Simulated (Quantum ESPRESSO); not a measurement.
**O K ELNES/XANES of TaAgO3 (R3c) from DFT**

Aim: the near-edge shape at the O K edge of TaAgO3 (R3c), and what the core hole does to it.

Program: Quantum ESPRESSO 7.5. Level of theory: X-ray absorption near-edge structure, plane-wave PAW LDA, one-electron final states by a Lanczos continued fraction, without spin-orbit coupling. Results are calculated unless marked as measured.

### Step 1. The structure

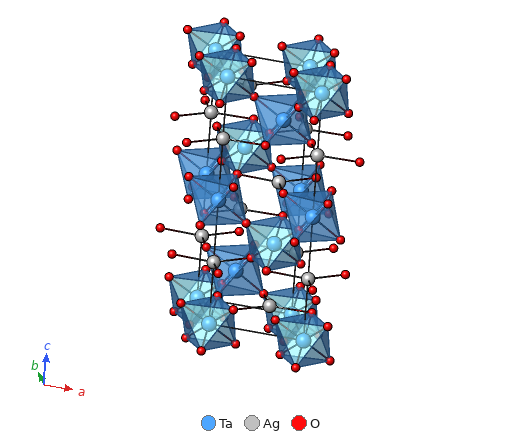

The starting structure, seen slightly off an axis (tantalum blue, silver light grey, oxygen red). This picture shows the conventional cell, with its axes. Some periodic images of atoms are drawn too.

### Step 2. The field without a hole

A plain self-consistent run shows whether there is a gap, which decides the set-up of the core-hole run.

scf.in

```
&control
   calculation='scf', prefix='x', pseudo_dir='../pp', outdir='tmp', tprnfor=.true.
/
&system
   ibrav=0, nat=10, ntyp=4, nbnd=52
   ecutwfc=50, ecutrho=360
   occupations='smearing', smearing='mv', degauss=0.015
/
&electrons
   conv_thr=1.0e-07, electron_maxstep=120
   mixing_beta=0.5
/
ATOMIC_SPECIES
Ta 1.0 Ta.lda-spn-kjpaw.UPF
Ag 1.0 Ag.lda-n-kjpaw.UPF
O3 1.0 O.lda-n-kjpaw.UPF
O 1.0 O.lda-n-kjpaw.UPF
CELL_PARAMETERS angstrom
  2.76405000 1.59582501 4.57196667
  -2.76405000 1.59582501 4.57196667
  0.00000000 -3.19165002 4.57196667
ATOMIC_POSITIONS crystal
Ta   0.50000000 0.50000000 0.50000000
Ta   0.00000000 0.00000000 0.00000000
Ag   0.25080000 0.25080000 0.25080000
Ag   0.75080000 0.75080000 0.75080000
O3   0.25870000 0.68920000 0.79910000
O    0.68920000 0.79910000 0.25870000
O    0.79910000 0.25870000 0.68920000
O    0.75870000 0.29910000 0.18920000
O    0.18920000 0.75870000 0.29910000
O    0.29910000 0.18920000 0.75870000
K_POINTS automatic
6 6 6 0 0 0
```

Ta.lda-spn-kjpaw.ld1.in

```
&input
   title='Ta', zed=73., rel=1, iswitch=3, dft='PZ',
   config='[Xe] 4f14 6s2 6p0 5d3'
/
&inputp
   file_pseudopw='Ta.lda-spn-kjpaw.UPF', author='',
   lpaw=.true.,
   pseudotype=3,
   lloc=-1,
   rcloc=2.3,
   which_augfun='PSQ',
   rmatch_augfun_nc=.true.,
   nlcc=.true.,
   new_core_ps=.true.,
   rcore=1.2,
   tm=.true.,
   lgipaw_reconstruction=.true., use_paw_as_gipaw=.true.
/
6
5S  1  0  2.00  0.00  1.00  1.50  0.0
6S  2  0  2.00  0.00  1.00  1.50  0.0
5P  2  1  6.00  0.00  1.10  1.40  0.0
6P  3  1  0.00 -2.40  1.10  1.40  0.0
5D  3  2  3.00  0.00  1.50  1.80  0.0
5D  3  2  0.00  0.05  1.50  1.80  0.0
```

Ag.lda-n-kjpaw.ld1.in

```
&input
   title='Ag', zed=47., rel=1, iswitch=3, dft='PZ',
   config='[Kr] 5s1.5 5p0 4d9.5'
/
&inputp
   file_pseudopw='Ag.lda-n-kjpaw.UPF', author='',
   lpaw=.true.,
   pseudotype=3,
   lloc=-1,
   rcloc=2.4,
   which_augfun='PSQ',
   rmatch_augfun_nc=.true.,
   nlcc=.true.,
   new_core_ps=.true.,
   rcore=1.8,
   tm=.true.,
   lgipaw_reconstruction=.true., use_paw_as_gipaw=.true.
/
6
5S  1  0  1.50  0.00  1.60  2.20  0.0
5S  1  0  0.00  6.50  1.60  2.20  0.0
5P  2  1  0.00  0.00  1.60  2.20  0.0
5P  2  1  0.00  6.00  1.60  2.20  0.0
4D  3  2  9.50  0.00  1.60  1.70  0.0
4D  3  2  0.00  0.03  1.60  1.70  0.0
```

O.lda-n-kjpaw.ld1.in

```
&input
   title='O', zed=8., rel=1, iswitch=3, dft='PZ',
   config='[He] 2s2 2p4'
/
&inputp
   file_pseudopw='O.lda-n-kjpaw.UPF', author='',
   lpaw=.true.,
   pseudotype=3,
   lloc=-1,
   rcloc=1.1,
   which_augfun='PSQ',
   rmatch_augfun_nc=.true.,
   nlcc=.true.,
   new_core_ps=.true.,
   rcore=0.7,
   tm=.true.,
   lgipaw_reconstruction=.true., use_paw_as_gipaw=.true.
/
4
2S  1  0  2.00  0.00  1.00  1.30  0.0
2S  1  0  0.00  1.00  1.00  1.30  0.0
2P  2  1  4.00  0.00  0.90  1.35  0.0
2P  2  1  0.00  0.05  0.90  1.35  0.0
```

Started as:

```console
> OMP_NUM_THREADS=1 mpirun --oversubscribe --bind-to none -np 4 pw.x -nk 4 -in scf.in > scf.out
```

What it wrote:

```text
     [... banner and references ...]
G-vector sticks info
     --------------------

     Using Slab Decomposition

     bravais-lattice index     =            0
     lattice parameter (alat)  =      10.5367  a.u.
     unit-cell volume          =     816.5487 (a.u.)^3
     number of atoms/cell      =           10
     number of atomic types    =            4
     number of electrons       =        84.00
     number of Kohn-Sham states=           52
     kinetic-energy cutoff     =      50.0000  Ry
     charge density cutoff     =     360.0000  Ry
     scf convergence threshold =      1.0E-07
     mixing beta               =       0.5000
     number of iterations used =            8  plain     mixing
     Exchange-correlation= SLA  PZ   NOGX NOGC
                           (   1   1   0   0   0   0   0)

     celldm(1)=  10.536729  celldm(2)=   0.000000  celldm(3)=   0.000000
     celldm(4)=   0.000000  celldm(5)=   0.000000  celldm(6)=   0.000000

     crystal axes: (cart. coord. in units of alat)
               a(1) = (   0.495723   0.286206   0.819967 )
               a(2) = (  -0.495723   0.286206   0.819967 )
               a(3) = (   0.000000  -0.572411   0.819967 )

     reciprocal axes: (cart. coord. in units 2 pi/alat)
               b(1) = (  1.008628  0.582332  0.406521 )
               b(2) = ( -1.008628  0.582332  0.406521 )
               b(3) = ( -0.000000 -1.164663  0.406521 )

     PseudoPot. #1 for Ta:     Pseudo is Projector augmented-wave + core cor, Zval = 13.0

     PseudoPot. #2 for Ag:     Pseudo is Projector augmented-wave + core cor, Zval = 11.0

     ../pp/O.lda-n-kjpaw.UPF
     Pseudo is Projector augmented-wave + core cor, Zval =  6.0
     Shape of augmentation charge: PSQ
     Using radial grid of 1095 points,  4 beta functions with:
                l(1) =   0
                l(2) =   0
                l(3) =   1
                l(4) =   1
     Q(r) pseudized with 0 coefficients

     ../pp/O.lda-n-kjpaw.UPF
     Pseudo is Projector augmented-wave + core cor, Zval =  6.0
     Shape of augmentation charge: PSQ
     Using radial grid of 1095 points,  4 beta functions with:
                l(1) =   0
                l(2) =   0
                l(3) =   1
                l(4) =   1
     Q(r) pseudized with 0 coefficients

     atomic species   valence    mass     pseudopotential
     Ta               13.00     1.00000     Ta( 1.00)
     Ag               11.00     1.00000     Ag( 1.00)
     O3                6.00     1.00000     O ( 1.00)
     O                 6.00     1.00000     O ( 1.00)

     No symmetry found

   Cartesian axes

     site n.     atom                  positions (alat units)
         1        Ta     tau(   1) = (   0.0000000   0.0000000   1.2299498  )
         2        Ta     tau(   2) = (   0.0000000   0.0000000   0.0000000  )
         3        Ag     tau(   3) = (   0.0000000  -0.0000000   0.6169428  )
         4        Ag     tau(   4) = (   0.0000000   0.0000000   1.8468926  )
         5        O3     tau(   5) = (  -0.2134087  -0.1861196   1.4324815  )
         6        O      tau(   6) = (  -0.0544799   0.2778771   1.4324815  )
         7        O      tau(   7) = (   0.2678886  -0.0917576   1.4324815  )
         8        O      tau(   8) = (   0.2278342   0.1944482   1.0224983  )
         9        O      tau(   9) = (  -0.2823142   0.1000861   1.0224983  )
        10        O      tau(  10) = (   0.0544799  -0.2945343   1.0224983  )

     number of k points=   112  Marzari-Vanderbilt smearing, width (Ry)=  0.0150

     Number of k-points >= 100: set verbosity='high' to print them.

     Dense  grid:    94247 G-vectors     FFT dimensions: (  64,  64,  64)

     Smooth grid:    39009 G-vectors     FFT dimensions: (  48,  48,  48)

     Initial potential from superposition of free atoms

     starting charge      83.9981, renormalised to      84.0000
     Starting wfcs are   62 randomized atomic wfcs
     Checking if some PAW data can be deallocated...

     per-process dynamical memory:   186.7 Mb

     Self-consistent Calculation

     iteration #  1     ecut=    50.00 Ry     beta= 0.50
     Davidson diagonalization with overlap
     ethr =  1.00E-02,  avg # of iterations =  2.0

     total energy              =   -2352.07105277 Ry
     estimated scf accuracy    <       3.25685006 Ry

     iteration #  2     ecut=    50.00 Ry     beta= 0.50
     Davidson diagonalization with overlap
     ethr =  3.88E-03,  avg # of iterations =  4.7

     total energy              =   -2353.01866016 Ry
     estimated scf accuracy    <       2.27379988 Ry

     iteration #  3     ecut=    50.00 Ry     beta= 0.50
     Davidson diagonalization with overlap
     ethr =  2.71E-03,  avg # of iterations =  1.1

     total energy              =   -2353.45484774 Ry
     estimated scf accuracy    <       0.04357570 Ry

     iteration #  4     ecut=    50.00 Ry     beta= 0.50
     Davidson diagonalization with overlap
     c_bands:  1 eigenvalues not converged
     c_bands:  1 eigenvalues not converged
     ethr =  5.19E-05,  avg # of iterations = 11.2

     total energy              =   -2353.50296894 Ry
     estimated scf accuracy    <       0.02540465 Ry

     iteration #  5     ecut=    50.00 Ry     beta= 0.50
     Davidson diagonalization with overlap
     ethr =  3.02E-05,  avg # of iterations =  6.3

     total energy              =   -2353.50952648 Ry
     estimated scf accuracy    <       0.00400099 Ry

[...]
total energy              =   -2353.50945244 Ry
[...]
iteration # 11     ecut=    50.00 Ry     beta= 0.50
     Davidson diagonalization with overlap
     ethr =  8.90E-09,  avg # of iterations =  5.3

     total energy              =   -2353.50945544 Ry
     estimated scf accuracy    <       0.00000024 Ry

     iteration # 12     ecut=    50.00 Ry     beta= 0.50
     Davidson diagonalization with overlap
     ethr =  2.84E-10,  avg # of iterations =  5.4

     total energy              =   -2353.50945541 Ry
     estimated scf accuracy    <       0.00000031 Ry

     iteration # 13     ecut=    50.00 Ry     beta= 0.50
     Davidson diagonalization with overlap
     ethr =  2.84E-10,  avg # of iterations =  4.9

     End of self-consistent calculation

     Number of k-points >= 100: set verbosity='high' to print the bands.

     the Fermi energy is    10.8475 ev

!    total energy              =   -2353.50945547 Ry
     total all-electron energy =    -84526.379149 Ry
     estimated scf accuracy    <       0.00000007 Ry
     smearing contrib. (-TS)   =       0.00000000 Ry
     internal energy E=F+TS    =   -2353.50945547 Ry

     The total energy is F=E-TS. E is the sum of the following terms:
     one-electron contribution =     -92.40172475 Ry
     hartree contribution      =     115.87351782 Ry
     xc contribution           =    -169.12662600 Ry
     ewald contribution        =    -476.33605459 Ry
     one-center paw contrib.   =   -1731.51856796 Ry

     convergence has been achieved in  13 iterations

     Forces acting on atoms (cartesian axes, Ry/au):

     atom    1 type  1   force =    -0.00000251   -0.00001177   -0.00682248
     atom    2 type  1   force =     0.00000431    0.00001023   -0.00686472
     atom    3 type  2   force =     0.00000059   -0.00000016    0.00052974
     atom    4 type  2   force =     0.00000027   -0.00000008    0.00052953
     atom    5 type  3   force =    -0.02006738   -0.01756451    0.00210455
     atom    6 type  4   force =    -0.00517853    0.02616076    0.00210370
     atom    7 type  4   force =     0.02524620   -0.00859575    0.00210350
     atom    8 type  4   force =    -0.02524793   -0.00859337    0.00210523
     atom    9 type  4   force =     0.02006662   -0.01756696    0.00210514
     atom   10 type  4   force =     0.00517835    0.02616159    0.00210581

     Total force =     0.066244     Total SCF correction =     0.000216

     XML data file, charge density, pseudopotentials, collected wavefunctions

=------------------------------------------------------------------------------=
   JOB DONE.
=------------------------------------------------------------------------------=
```

The job ended after 2.2 min (4 MPI ranks of AMD EPYC 9R14 (Zen 4), shared host; peak memory 0.31 GiB; 8.8 min of CPU time).

Absorbing atoms carry a label of their own (element plus a letter or digit), as the spectrum program needs them as separate species.

The mesh shows a gap of 1.95 eV, so the hole is first treated in a charged cell, without the excited electron.

### Step 3. Spectrum without a core hole, O atom 5

Without a hole the spectrum is the empty density of states of the right symmetry on the absorber, weighted by matrix elements. It needs only the small cell and serves as the baseline.

The absorber has 1 Ta at 1.94 Å and 1 Ta at 2.03 Å (bent, 162°, site symmetry 1).

xspectra.in

```
&input_xspectra
   calculation='xanes_dipole', edge='K'
   prefix='x', outdir='tmp', xiabs=3, xe0=10.8769
   xonly_plot=.false., x_save_file='xanes.sav'
   xniter=3000, xcheck_conv=20, xerror=0.005
   xcoordcrys=.false., xepsilon(1)=1, xepsilon(2)=0, xepsilon(3)=0
/
&plot
   xnepoint=413, xemin=-10, xemax=45, terminator=.true., cut_occ_states=.true.
   xgamma=0.4
/
&pseudos
   filecore='../O.wfc'
/
&cut_occ
   cut_desmooth=0.1, cut_stepl=0.05, cut_stepu=0.05, cut_ierror=1e-5
/
5 5 5 0 0 0
```

Started as:

```console
> OMP_NUM_THREADS=1 mpirun --oversubscribe --bind-to none -np 4 xspectra.x -nk 4 -in xspectra.in > xspectra.out
```

What it wrote:

```text
     [... banner and references ...]
Reading input_file

     calculation: xanes_dipole

     xepsilon  [cartesian coordinates]:   1.000000   0.000000   0.000000

     xonly_plot: FALSE
        => complete calculation: Lanczos + spectrum plot

     filecore (core-wavefunction file): ../O.wfc

     main plot parameters:
        cut_occ_states: TRUE
        gamma_mode:  constant
        -> using xgamma [eV]:  0.40
        xemin [eV]: -10.00
        xemax [eV]:  45.00
        xnepoint:  413
        xe0 [eV]:  10.876900 (energy zero read in input file)

[...]
Results of STEP 1 successfully written in x_save_file
     x_save_file name:
     ->  xanes.sav
     x_save_file version:  2

     ... End STEP 1 ...

     ... Begin STEP 2 ...

     The spectrum is calculated using the following parameters:
        xe0 [eV]:   10.8769
        the occupied states are elimintate from the spectrum
        xemin [eV]: -10.00
        xemax [eV]:  45.00
        xnepoint:  413
        constant broadening parameter [eV]:    0.400
        Core level energy [eV]:  -543.1
         (from electron binding energy of neutral atoms in X-ray data booklet)

     Cross-section successfully written in xanes.dat

     ... End STEP 2 ...

                                END JOB XSpectra
```

Elapsed: 2.2 min, on 4 MPI ranks; peak memory 0.16 GiB; 8.6 min of CPU time.

The O K spectrum, O atom 5, no core hole (energy from the lowest empty level; intensity scaled to a mean of 1 over the first 20 eV; the points at xe0, where the cut of filled states can leave a spike, are interpolated; polarised curves are means over the symmetry-equivalent atoms):

```csv
E (eV),isotropic,ε ⊥ c,ε ∥ c
-2.0,0.05,0.05,0.05
-0.5,0.12,0.12,0.12
1.0,0.65,0.65,0.66
2.5,1.86,1.89,1.79
4.0,0.91,0.90,0.93
5.5,0.74,0.77,0.67
7.0,1.27,1.25,1.32
8.5,1.83,1.86,1.76
10.0,1.01,1.02,0.99
11.5,1.04,1.03,1.04
13.0,1.42,1.41,1.44
14.5,0.69,0.71,0.65
16.0,0.61,0.62,0.58
17.5,0.54,0.57,0.48
19.0,0.62,0.62,0.61
20.5,0.81,0.70,1.01
22.0,0.69,0.62,0.83
23.5,0.54,0.53,0.57
25.0,0.44,0.44,0.43
26.5,0.54,0.56,0.50
28.0,0.46,0.49,0.40
29.5,0.52,0.55,0.46
31.0,0.51,0.54,0.45
```

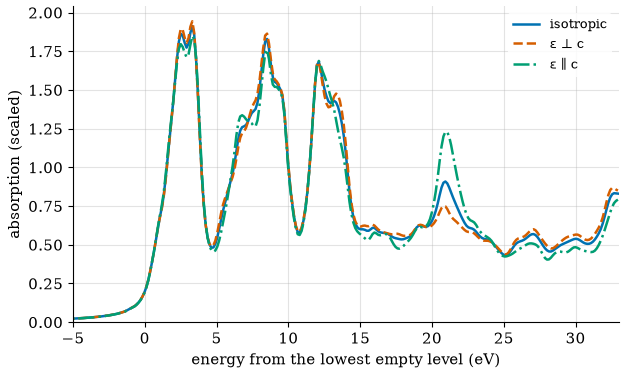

The O K edge, O atom 5, no core hole: main maxima at 2.5, 3.3 and 8.5 eV.

Main maxima below 24 eV (height): 2.5 eV (1.86), 3.3 eV (1.91), 8.5 eV (1.83), 12.1 eV (1.68) and 20.9 eV (0.91). A K edge sees empty p states; the first features are O p mixed into the empty d states of the Ta neighbours, and the broad ones above probably into the cations' higher empty bands.

### Step 4. Another broadening

The final state's lifetime shortens with energy, so measured features broaden above the edge; the saved Lanczos coefficients are redrawn with a width that grows.

xspectra_plot.in

```
&input_xspectra
   calculation='xanes_dipole', edge='K'
   prefix='x', outdir='tmp', xiabs=3, xe0=10.8769
   xonly_plot=.true., x_save_file='xanes.sav'
   xniter=3000, xcheck_conv=20, xerror=0.005
   xcoordcrys=.false., xepsilon(1)=1, xepsilon(2)=0, xepsilon(3)=0
/
&plot
   xnepoint=413, xemin=-10, xemax=45, terminator=.true., cut_occ_states=.true.
   gamma_mode='variable', gamma_energy(1)=4, gamma_energy(2)=25, gamma_value(1)=0.3, gamma_value(2)=2.5
/
&pseudos
   filecore='../O.wfc'
/
&cut_occ
   cut_desmooth=0.1, cut_stepl=0.05, cut_stepu=0.05, cut_ierror=1e-5
/
5 5 5 0 0 0
```

Started as:

```console
> OMP_NUM_THREADS=1 xspectra.x -in xspectra_plot.in > xspectra_plot.out
```

What it wrote:

```text
     [... banner and references ...]
Reading input_file
     -------------------------------------------------------------------------

     calculation: xanes_dipole

     xonly_plot: TRUE
        => only the spectrum plot

     main plot parameters:
        cut_occ_states: TRUE
        gamma_mode:  variable
        -> first, constant up to point ( 4.00, 0.30) [eV]
        -> then, linear up to point (25.00, 2.50) [eV]
        -> finally, constant up to xemax
        xemin [eV]: -10.00
        xemax [eV]:  45.00
        xnepoint:  413
[...]
xemin [eV]: -10.00
        xemax [eV]:  45.00
        xnepoint:  413
        energy-dependent broadening parameter:
         -> first, constant up to point ( 4.00, 0.30) [eV]
         -> then, linear up to point (25.00, 2.50) [eV]
         -> finally, constant up to xemax
        Core level energy [eV]:  -543.1
         (from electron binding energy of neutral atoms in X-ray data booklet)

     Cross-section successfully written in xanes.dat

     -------------------------------------------------------------------------
                                END JOB XSpectra
     -------------------------------------------------------------------------
[key lines of the parts left out:]
Fermi level [eV]:   9.9043
```

Wall time 5.9 s (1 MPI rank); peak memory 0.05 GiB.

With a Lorentzian half width 0.3 eV up to 4 eV, rising linearly to 2.5 eV at 25 eV (counted from xe0, 1.0 eV below the zero used here), the maxima are 2.5 eV (2.03), 3.3 eV (2.07), 8.4 eV (1.48) and 12.4 eV (1.20).

### Step 5. Reference energy of the cell

The photon energy needs a difference of total energies, so the cell and mesh of the coming hole run are first run without a hole.

scf.in

```
&control
   calculation='scf', prefix='x', pseudo_dir='../pp', outdir='tmp', tprnfor=.true.
/
&system
   ibrav=0, nat=10, ntyp=3, nbnd=46
   ecutwfc=50, ecutrho=360
   occupations='fixed'
/
&electrons
   conv_thr=1.0e-07, electron_maxstep=120
   mixing_beta=0.5
/
ATOMIC_SPECIES
Ta 1.0 Ta.lda-spn-kjpaw.UPF
Ag 1.0 Ag.lda-n-kjpaw.UPF
O 1.0 O.lda-n-kjpaw.UPF
CELL_PARAMETERS angstrom
  5.52810000 0.00000000 0.00000000
  -2.76405000 -4.78747503 0.00000000
  0.00000000 3.19165002 -4.57196667
ATOMIC_POSITIONS crystal
Ta   0.50000000 0.00000000 0.50000000
Ta   0.00000000 0.00000000 0.00000000
Ag   0.74920000 0.49840000 0.24760000
Ag   0.24920000 0.49840000 0.74760000
O    0.31080000 0.05210000 0.25300000
O    0.20090000 0.51170000 0.25300000
O    0.74130000 0.94220000 0.25300000
O    0.70090000 0.94220000 0.75300000
O    0.24130000 0.05210000 0.75300000
O    0.81080000 0.51170000 0.75300000
K_POINTS automatic
5 5 5 0 0 0
```

Started as:

```console
> OMP_NUM_THREADS=1 mpirun --oversubscribe --bind-to none -np 4 pw.x -nk 4 -in scf.in > scf.out
```

What it wrote:

```text
     [... banner and references ...]
[banner, memory and clock lines left out]
using ibrav=0 with symmetry is DISCOURAGED, use correct ibrav instead

     G-vector sticks info

     bravais-lattice index     =            0
     lattice parameter (alat)  =      10.4466  a.u.
     unit-cell volume          =     816.5487 (a.u.)^3
     number of atoms/cell      =           10
     number of atomic types    =            3
     number of electrons       =        84.00
[...]
Forces acting on atoms (cartesian axes, Ry/au):

     atom    1 type  1   force =     0.00000000   -0.00000000   -0.00678367
     atom    2 type  1   force =     0.00000000   -0.00000000   -0.00678367
     atom    3 type  2   force =     0.00000000    0.00000000    0.00051957
[...]
atom    9 type  3   force =     0.02003321   -0.01753506    0.00208803
     atom   10 type  3   force =     0.00516920    0.02611680    0.00208803

     Total force =     0.066118     Total SCF correction =     0.000072

     XML data file, charge density, pseudopotentials, collected wavefunctions
[key lines of the parts left out:]
!    total energy              =   -2353.50941952 Ry
convergence has been achieved in  12 iterations
```

Wall time 29 s (4 MPI ranks); peak memory 0.21 GiB; 1.9 min of CPU time.

Reference energy: -1150039.975 eV with the cores included.

[end of part 1 of 4]

[Banner, clock and machine lines of the logs are left out without a mark of their own.]

[Logs are printed without paths, hosts, clocks, repeated set-up lines and the standing remarks that a program may print on its own settings, such as how far it seeks lower states.]

[Hosts, paths, dates, database ids (printed as entryN), source tags and the programs' standing remarks are cut or masked in the printed files.]

[Lists of maxima count a maximum above −3 eV only where it reaches 4 % of the highest in the window and stands out from its surroundings by 2 % of it (1.5 % where it reaches 55 %); shoulders and weaker maxima are passed over, and of the rest the first, up to two pre-edge ones and the few strongest are named.]
